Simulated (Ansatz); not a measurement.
# CH5AlF2: geometry relaxation

- system: CH5AlF2
- method: RKS r2SCAN/def2-SVP (Ansatz 0.2.0)

The input holds or restrains some coordinates. Forces given for the steps count only the free coordinates. It belongs to a series of runs on one base structure; here: pulled along the bonds that form and break, towards end A.

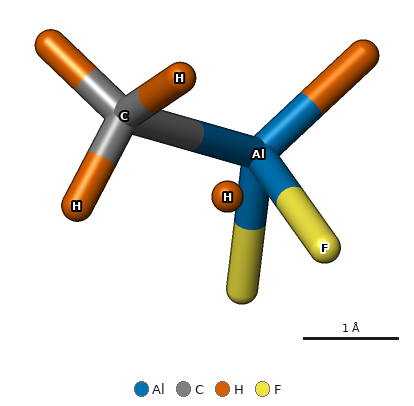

The starting structure (stick view, seen at a tilt). Sticks mark near contacts. Bond lengths as drawn: Al–C 2.32 Å, Al–F 1.69 to 1.99 Å, Al–H 1.56 Å and C–H 1.11 Å.

## The input
```yaml
crystal:
  periodic: [false, false, false]
  atoms:
    - { symbol: Al, position_ang: [0.0, 0.0, 0.0] }
    - { symbol: C, position_ang: [0.0, 0.0, 2.32] }
    - { symbol: H, position_ang: [-0.9996, -0.3092, 2.6905] }
    - { symbol: H, position_ang: [0.7676, -0.7111, 2.6905] }
    - { symbol: H, position_ang: [0.232, 1.0203, 2.6905] }
    - { symbol: H, position_ang: [1.351, 0.0, -0.78] }
    - { symbol: F, position_ang: [-1.4635, 0.0, -0.845] }
    - { symbol: F, position_ang: [-0.2549, -1.8712, 0.6275] }
    - { symbol: H, position_ang: [-0.1755, -1.2885, 1.7562] }
basis:
  gaussian: { orbitals: def2-SVP }
hamiltonian:
  xc: r2scan
relax:
  f_tol: 0.15
  max_steps: 25
  restrain:
    - { distance: [0, 7], at: 2.89, k: 30.0 }
    - { distance: [8, 1], at: 2.31, k: 30.0 }
    - { distance: [0, 1], at: 1.97, k: 30.0 }
    - { distance: [8, 7], at: 0.92, k: 30.0 }
output:
  orbitals: {}
```

Hardware: 2 threads of Intel Xeon (Granite Rapids), 32 GiB of memory available, shared host.

Command:
```bash
ansatz run input.yaml --threads 2 --pin off --max-ram 3072MiB --backend cpu --events-out ev --progress --plain --runs-dir out
```

## The program's output
```
The last accepted step is kept in [file] (removed where the run ends without a failure and the disk answers)
Engine: ansatz 0.2.0, x86_64-unknown-linux-gnu
Functional definition: r2SCAN
  parameter k0 = 0.174
  parameter k1 = 0.065
  parameter a1 = 4.9479
  exchange = r2scan_x(k0 = k0, k1 = k1, a1 = a1)
  correlation = r2scan_c
937 factors; their error is unknown
mean field evaluation 1: about -13131.8517 eV, gradient 6.1e1 eV
mean field evaluation 2: about -13119.9883 eV, gradient 9.7e1 eV
mean field evaluation 4: about -13139.3464 eV, gradient 5.0e0 eV
mean field evaluation 8: about -13139.4169 eV, gradient 1.3e-1 eV
mean field evaluation 16: about -13139.3714 eV, gradient 5.9e-5 eV
mean field -13139.37140634 eV, -482.8629929972 hartree, gradient 5.7e-6 eV, S^2 0.000000; 0 other end points of the search recorded, 0 dependent functions left out
the calculation of the forces begins
reference -13139.37141827 eV, -482.8629934355 hartree; 21, 21 occupied and 64, 64 virtual orbitals, 937 factors
relax step   1: F+E_penalty+E_count = -13139.37140634 eV  Δ(F+E_penalty+E_count) = +0.000e0 eV  max|allowed force component| = 3.041e0 eV/Å  E_restraint = 27.80565379 eV  max|allowed force component, restraints' pulls added| = 2.923e1 eV/Å  Δτ_max = 0.0000 Å  (28 SCF iters, accepted)
  distance Al 0 - F 7 = 1.9900 Å
  distance H 8 - C 1 = 1.4174 Å
  distance Al 0 - C 1 = 2.3200 Å
  distance H 8 - F 7 = 1.2727 Å
these checks for a lower state are left out or cut short: starts, cluster_reference, orbital_swaps, neighbouring_geometries, increment
937 factors; their error is unknown
mean field -13139.56248360 eV, -482.8700149571 hartree, gradient 1.7e-5 eV, S^2 0.000000; 0 other end points of the search recorded, 0 dependent functions left out
the calculation of the forces begins
reference -13139.56249521 eV, -482.8700153837 hartree; 21, 21 occupied and 64, 64 virtual orbitals, 937 factors
relax step   2: F+E_penalty+E_count = -13139.56248360 eV  Δ(F+E_penalty+E_count) = -1.911e-1 eV  max|allowed force component| = 3.104e0 eV/Å  E_restraint = 13.73849855 eV  max|allowed force component, restraints' pulls added| = 2.138e1 eV/Å  Δτ_max = 0.1948 Å  (33 SCF iters, accepted)
  distance Al 0 - F 7 = 2.2412 Å
  distance H 8 - C 1 = 1.6855 Å
  distance Al 0 - C 1 = 2.2426 Å
  distance H 8 - F 7 = 1.0954 Å
these checks for a lower state are left out or cut short: starts, cluster_reference, orbital_swaps, neighbouring_geometries, increment
937 factors; their error is unknown
mean field evaluation 32: about -13139.5661 eV, gradient 6.1e-4 eV
mean field -13139.56612687 eV, -482.8701488448 hartree, gradient 2.3e-5 eV, S^2 0.000000; 0 other end points of the search recorded, 0 dependent functions left out
the calculation of the forces begins
reference -13139.56613823 eV, -482.8701492621 hartree; 21, 21 occupied and 64, 64 virtual orbitals, 937 factors
relax step   3: F+E_penalty+E_count = -13139.56612687 eV  Δ(F+E_penalty+E_count) = -3.643e-3 eV  max|allowed force component| = 4.748e0 eV/Å  E_restraint = 4.98823495 eV  max|allowed force component, restraints' pulls added| = 1.124e1 eV/Å  Δτ_max = 0.1947 Å  (34 SCF iters, accepted)
  distance Al 0 - F 7 = 2.4895 Å
  distance H 8 - C 1 = 1.9426 Å
  distance Al 0 - C 1 = 2.1624 Å
  distance H 8 - F 7 = 0.9299 Å
these checks for a lower state are left out or cut short: starts, cluster_reference, orbital_swaps, neighbouring_geometries, increment
937 factors; their error is unknown
mean field -13139.64774668 eV, -482.8731483174 hartree, gradient 2.4e-5 eV, S^2 0.000000; 0 other end points of the search recorded, 0 dependent functions left out
the calculation of the forces begins
reference -13139.64775806 eV, -482.8731487354 hartree; 21, 21 occupied and 64, 64 virtual orbitals, 937 factors
relax step   4: F+E_penalty+E_count = -13139.64774668 eV  Δ(F+E_penalty+E_count) = -8.162e-2 eV  max|allowed force component| = 3.050e0 eV/Å  E_restraint = 0.74383907 eV  max|allowed force component, restraints' pulls added| = 5.423e0 eV/Å  Δτ_max = 0.1948 Å  (27 SCF iters, accepted)
  distance Al 0 - F 7 = 2.7436 Å
  distance H 8 - C 1 = 2.1669 Å
  distance Al 0 - C 1 = 2.0545 Å
  distance H 8 - F 7 = 0.8969 Å
these checks for a lower state are left out or cut short: starts, cluster_reference, orbital_swaps, neighbouring_geometries, increment
937 factors; their error is unknown
mean field -13140.07795252 eV, -482.8889580902 hartree, gradient 1.6e-5 eV, S^2 0.000000; 0 other end points of the search recorded, 0 dependent functions left out
the calculation of the forces begins
reference -13140.07796409 eV, -482.8889585157 hartree; 21, 21 occupied and 64, 64 virtual orbitals, 937 factors
relax step   5: F+E_penalty+E_count = -13140.07795252 eV  Δ(F+E_penalty+E_count) = -4.302e-1 eV  max|allowed force component| = 1.608e0 eV/Å  E_restraint = 0.02038268 eV  max|allowed force component, restraints' pulls added| = 1.608e0 eV/Å  Δτ_max = 0.1945 Å  (28 SCF iters, accepted)
  distance Al 0 - F 7 = 2.8572 Å
  distance H 8 - C 1 = 2.2985 Å
  distance Al 0 - C 1 = 1.9820 Å
  distance H 8 - F 7 = 0.9222 Å
these checks for a lower state are left out or cut short: starts, cluster_reference, orbital_swaps, neighbouring_geometries, increment
937 factors; their error is unknown
mean field -13140.25383637 eV, -482.8954217028 hartree, gradient 2.5e-5 eV, S^2 0.000000; 0 other end points of the search recorded, 0 dependent functions left out
the calculation of the forces begins
reference -13140.25384789 eV, -482.8954221261 hartree; 21, 21 occupied and 64, 64 virtual orbitals, 937 factors
relax step   6: F+E_penalty+E_count = -13140.25383637 eV  Δ(F+E_penalty+E_count) = -1.759e-1 eV  max|allowed force component| = 5.843e-1 eV/Å  E_restraint = 0.00789691 eV  max|allowed force component, restraints' pulls added| = 1.083e0 eV/Å  Δτ_max = 0.1946 Å  (27 SCF iters, accepted)
  distance Al 0 - F 7 = 2.8806 Å
  distance H 8 - C 1 = 2.3269 Å
  distance Al 0 - C 1 = 1.9654 Å
  distance H 8 - F 7 = 0.9314 Å
these checks for a lower state are left out or cut short: starts, cluster_reference, orbital_swaps, neighbouring_geometries, increment
937 factors; their error is unknown
mean field -13140.25092645 eV, -482.8953147650 hartree, gradient 2.0e-5 eV, S^2 0.000000; 0 other end points of the search recorded, 0 dependent functions left out
the calculation of the forces begins
reference -13140.25093801 eV, -482.8953151898 hartree; 21, 21 occupied and 64, 64 virtual orbitals, 937 factors
relax step   7: F+E_penalty+E_count = -13140.25092645 eV  Δ(F+E_penalty+E_count) = +2.910e-3 eV  max|allowed force component| = 7.132e-1 eV/Å  E_restraint = 0.00321882 eV  max|allowed force component, restraints' pulls added| = 4.248e-1 eV/Å  Δτ_max = 0.1992 Å  (27 SCF iters, accepted)
  distance Al 0 - F 7 = 2.8777 Å
  distance H 8 - C 1 = 2.3102 Å
  distance Al 0 - C 1 = 1.9653 Å
  distance H 8 - F 7 = 0.9264 Å
these checks for a lower state are left out or cut short: starts, cluster_reference, orbital_swaps, neighbouring_geometries, increment
937 factors; their error is unknown
mean field evaluation 64: about -13140.3258 eV, gradient 8.9e-2 eV
mean field -13140.28507316 eV, -482.8965696335 hartree, gradient 2.3e-5 eV, S^2 0.000000; 0 other end points of the search recorded, 0 dependent functions left out
the calculation of the forces begins
reference -13140.28508471 eV, -482.8965700579 hartree; 21, 21 occupied and 64, 64 virtual orbitals, 937 factors
relax step   8: F+E_penalty+E_count = -13140.28507316 eV  Δ(F+E_penalty+E_count) = -3.415e-2 eV  max|allowed force component| = 3.368e-1 eV/Å  E_restraint = 0.00340164 eV  max|allowed force component, restraints' pulls added| = 6.964e-2 eV/Å  Δτ_max = 0.0928 Å  (28 SCF iters, accepted)
```

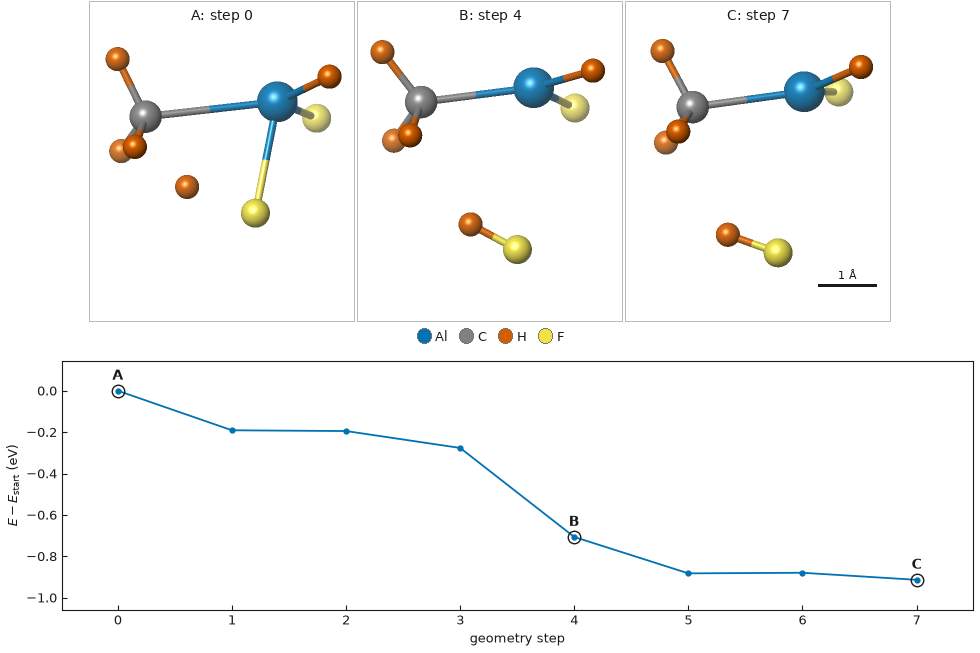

Frames of the restrained relaxation (ball-and-stick view, seen at a tilt) above the curves, on which the letters mark them (the first geometry is step 0 here and step 1 in the log).

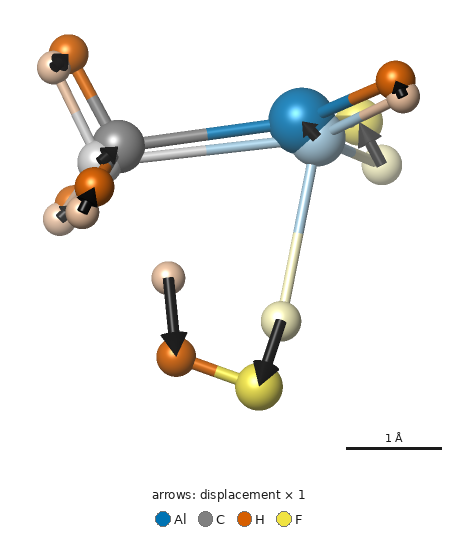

Start (faint) and end (solid) with the displacements as black arrows, at true length (ball-and-stick view, seen at a tilt). The two geometries are laid on each other by the best rigid fit. The energy falls by 0.914 eV in 7 geometry steps. The largest force component goes from 3 to 0.34 eV/Å. The atom that moves furthest after the best rigid fit is H9 (0.84 Å). By element the largest moves are H 0.84 Å, F 0.76 Å, C 0.27 Å, Al 0.24 Å. Among the contacts that change: Al1–F8 1.990 → 2.878 Å, Al1–C2 2.320 → 1.964 Å, F8–H9 1.273 → 0.926 Å, Al1–F7 1.690 → 1.671 Å. New bonds form: F8–H9 (1.27 → 0.93 Å). Bonds break: Al1–F8 (1.99 → 2.88 Å). Among the angles that change: C2–Al1–H6 120.0° → 124.5°, H4–C2–H5 109.4° → 105.0°, Al1–C2–H3 109.5° → 113.8°. (Atoms are counted from 1 in the order of the input.)

```
  distance Al 0 - F 7 = 2.8780 Å
  distance H 8 - C 1 = 2.3132 Å
  distance Al 0 - C 1 = 1.9644 Å
  distance H 8 - F 7 = 0.9263 Å
937 factors; their error is unknown
mean field -13140.28507316 eV, -482.8965696335 hartree, gradient 2.3e-5 eV, S^2 0.000000; 1 other end points of the search recorded, 0 dependent functions left out
the calculation of the forces begins
reference -13140.28508471 eV, -482.8965700579 hartree; 21, 21 occupied and 64, 64 virtual orbitals, 937 factors
Total energy: -13140.28508471 eV, -482.8965700579 hartree
Atom 0 at     0.039894     0.204701     0.146810 Å, force    -0.030705    -0.293598     0.273596 eV/Å
Atom 1 at    -0.009930     0.137983     2.109398 Å, force     0.040011     0.058187    -0.149878 eV/Å
Atom 2 at    -0.980472    -0.193897     2.519028 Å, force     0.008569    -0.003587    -0.008272 eV/Å
Atom 3 at     0.799258    -0.487071     2.528785 Å, force    -0.008230    -0.004554     0.016718 eV/Å
Atom 4 at     0.161189     1.146710     2.526685 Å, force    -0.016615     0.004372     0.013406 eV/Å
Atom 5 at     1.363224     0.198741    -0.714705 Å, force    -0.012231    -0.031273    -0.013637 eV/Å
Atom 6 at    -1.392945     0.515581    -0.653809 Å, force    -0.000540    -0.038739    -0.003094 eV/Å
Atom 7 at    -0.249992    -2.549322     0.930397 Å, force     0.040284     0.249493    -0.336821 eV/Å
Atom 8 at    -0.273127    -2.133126     1.757612 Å, force    -0.020543     0.059699     0.207983 eV/Å
Dipole moment:     0.191560     0.018053     0.573350 e Å
```

## Trajectory as extended XYZ (Å, eV, eV/Å), 8 frames, from step=1 to step=8
```
9
Properties=species:S:1:pos:R:3:forces:R:3 step=1 energy=-13139.37141
Al    0.0000    0.0000    0.0000   -0.8894  -2.5295   1.5500
C     0.0000    0.0000    2.3200   -0.5106  -0.1504  -1.5173
H    -0.9996   -0.3092    2.6905    0.0701   0.4187   0.4629
H     0.7676   -0.7111    2.6905    0.2764   0.3852   0.6123
H     0.2320    1.0203    2.6905    0.0159  -0.4734  -0.0541
H     1.3510    0.0000   -0.7800    0.2142   0.4855  -0.0087
F    -1.4635    0.0000   -0.8450    0.4159   0.7287   0.3519
F    -0.2549   -1.8712    0.6275    0.3590   1.1796   1.6443
H    -0.1755   -1.2885    1.7562    0.0485  -0.0444  -3.0412
9
Properties=species:S:1:pos:R:3:forces:R:3 step=2 energy=-13139.56248
Al    0.0051    0.1201    0.0465   -0.7898  -2.0850   1.2369
C     0.0097    0.0966    2.2889   -0.8243  -3.0111  -1.7485
H    -0.9875   -0.2938    2.6891    0.7072   0.8936  -0.2681
H     0.7595   -0.6886    2.6878   -0.3885   1.2413  -0.3828
H     0.2374    1.0416    2.6991    0.3596   1.3699   0.9097
H     1.3510    0.0073   -0.7773   -0.0292   0.4269   0.0993
F    -1.4510    0.0093   -0.8358    0.7510   0.6344   0.6346
F    -0.2707   -2.0043    0.7056    0.3822   2.0676   2.6228
H    -0.1965   -1.4479    1.6462   -0.1682  -1.5375  -3.1039
9
Properties=species:S:1:pos:R:3:forces:R:3 step=3 energy=-13139.56613
Al    0.0138    0.2508    0.0875   -0.8543  -2.0428   0.5922
C     0.0159    0.1797    2.2488   -1.0355  -4.7478  -1.3906
H    -0.9730   -0.2792    2.6779    1.0624   1.3278  -0.7439
H     0.7481   -0.6662    2.6725   -0.6785   1.8731  -1.0061
H     0.2440    1.0716    2.7174    0.5173   2.2391   1.4699
H     1.3484    0.0117   -0.7750   -0.2288   0.5197   0.2431
F    -1.4370    0.0160   -0.8241    1.1405   0.7433   0.9590
F    -0.2841   -2.1214    0.7815    0.0759   0.0478  -0.6106
H    -0.2189   -1.6228    1.5637    0.0010   0.0398   0.4870
9
Properties=species:S:1:pos:R:3:forces:R:3 step=4 energy=-13139.64775
Al    0.0174    0.3456    0.1423   -0.4643  -2.0852  -0.1782
C     0.0138    0.2369    2.1939   -0.4917  -3.0502   0.1779
H    -0.9448   -0.2333    2.6423    0.6508   1.2244  -0.7704
H     0.7290   -0.6031    2.6234   -0.4275   1.6184  -1.1045
H     0.2537    1.1243    2.7524    0.1020   0.7412   0.5208
H     1.3344    0.0368   -0.7599   -0.3104   0.6201   0.3977
F    -1.3999    0.0484   -0.7873    0.8857   0.7660   0.9271
F    -0.3029   -2.2998    0.7953   -0.0435  -0.8136  -1.8748
H    -0.2437   -1.8154    1.5477    0.0989   0.9788   1.9044
9
Properties=species:S:1:pos:R:3:forces:R:3 step=5 energy=-13140.07795
Al    0.0243    0.2706    0.1711    1.4612  -0.6945   1.0241
C    -0.0020    0.2436    2.1527   -0.0267  -1.3475   0.5291
H    -0.9690   -0.1434    2.5844    0.3531   0.4502  -0.3847
H     0.7564   -0.5204    2.5332   -0.3658   0.6954  -0.4657
H     0.2433    1.1464    2.7315   -0.0191   0.1851  -0.1532
H     1.3162    0.1266   -0.7204    0.1575   0.2321   0.0983
F    -1.3440    0.1749   -0.6870   -1.6077   0.1667  -0.7446
F    -0.3073   -2.4932    0.8152    0.0788   0.2223  -0.4399
H    -0.2607   -1.9647    1.5695   -0.0312   0.0902   0.5367
9
Properties=species:S:1:pos:R:3:forces:R:3 step=6 energy=-13140.25384
Al    0.0375    0.2338    0.1570   -0.2094  -0.3748  -0.1667
C    -0.0045    0.1901    2.1214    0.0168  -0.5843   0.3965
H    -0.9900   -0.1365    2.5358    0.2917   0.1450  -0.2097
H     0.7685   -0.5300    2.5085   -0.3090   0.3509  -0.2199
H     0.2308    1.1340    2.6456   -0.0187   0.0452  -0.1789
H     1.3624    0.2087   -0.7254   -0.1334   0.0455   0.1364
F    -1.4095    0.3579   -0.6973    0.3377   0.0205   0.2914
F    -0.2501   -2.5355    0.8959    0.0539   0.4774  -0.0479
H    -0.2880   -2.0823    1.7087   -0.0296  -0.1254  -0.0011
9
Properties=species:S:1:pos:R:3:forces:R:3 step=7 energy=-13140.25093
Al    0.0536    0.2393    0.1382   -0.1140  -0.7132   0.4966
C    -0.0108    0.0996    2.0975    0.2139   0.4407  -0.0775
H    -0.9942   -0.1683    2.5266    0.0730   0.0280  -0.0916
H     0.7817   -0.5312    2.5502   -0.1134   0.1039  -0.1264
H     0.2075    1.1311    2.4478   -0.0683  -0.1494   0.2017
H     1.3776    0.2863   -0.7113    0.0372   0.0459  -0.0665
F    -1.4027    0.4633   -0.6421   -0.0472   0.0664  -0.1043
F    -0.2425   -2.5081    0.9416    0.0388   0.0814  -0.3333
H    -0.3132   -2.1716    1.8018   -0.0199   0.0963   0.1012
9
Properties=species:S:1:pos:R:3:forces:R:3 step=8 energy=-13140.28507
Al    0.0399    0.2047    0.1468   -0.0307  -0.2936   0.2736
C    -0.0099    0.1380    2.1094    0.0400   0.0582  -0.1499
H    -0.9805   -0.1939    2.5190    0.0086  -0.0036  -0.0083
H     0.7993   -0.4871    2.5288   -0.0082  -0.0046   0.0167
H     0.1612    1.1467    2.5267   -0.0166   0.0044   0.0134
H     1.3632    0.1987   -0.7147   -0.0122  -0.0313  -0.0136
F    -1.3929    0.5156   -0.6538   -0.0005  -0.0387  -0.0031
F    -0.2500   -2.5493    0.9304    0.0403   0.2495  -0.3368
H    -0.2731   -2.1331    1.7576   -0.0205   0.0597   0.2080
```

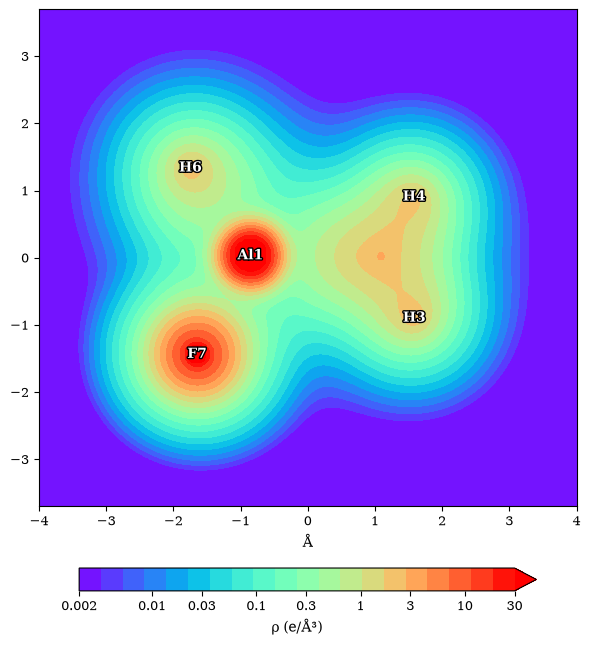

Total electron density on the plane of atoms H6, Al1 and F7. Atoms in the plane: Al, H and F. Al–F (1.67 Å): ρ is about 0.78 e/Å³ halfway. Al–H (1.58 Å): ρ is about 0.55 e/Å³ halfway.

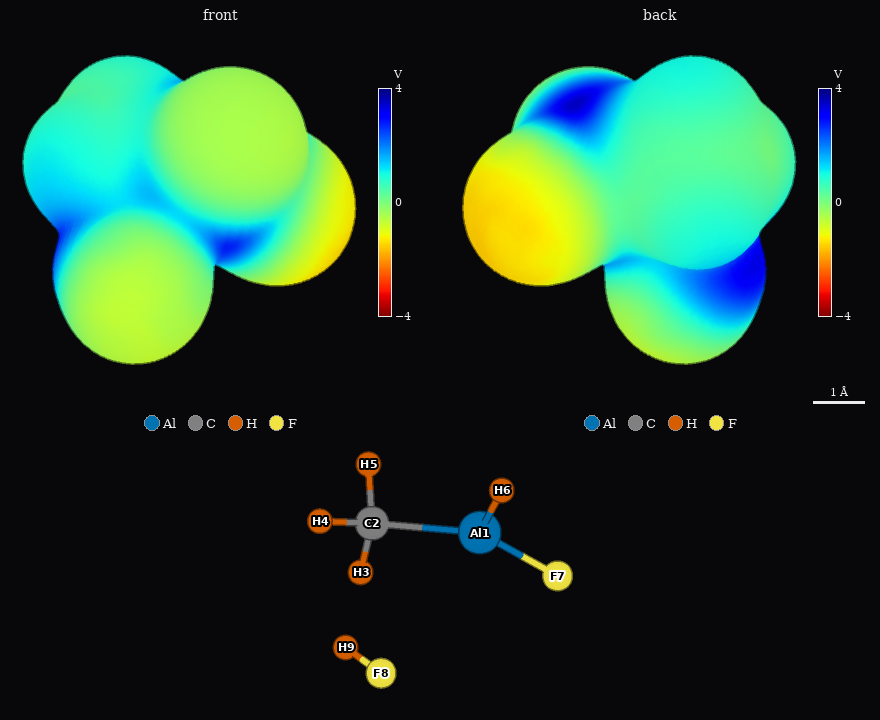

The electrostatic potential painted on the density surface at 0.002 e/bohr³, seen at a tilt and from behind; the colour scale runs from red (negative) to blue (positive). The bare structure is drawn below in the same view.

## Key numbers

| quantity | value |
| --- | --- |
| outcome | converged under the restraints of the input |
| total energy | −13140.2851 eV |
| mean-field energy | −13140.2851 eV |
| largest force (length of the vector) at the end, held atoms and coordinates included | 0.421 eV/Å |
| wall time | 10 s (CPU time 19 s) |
| peak memory | 0.16 GiB |
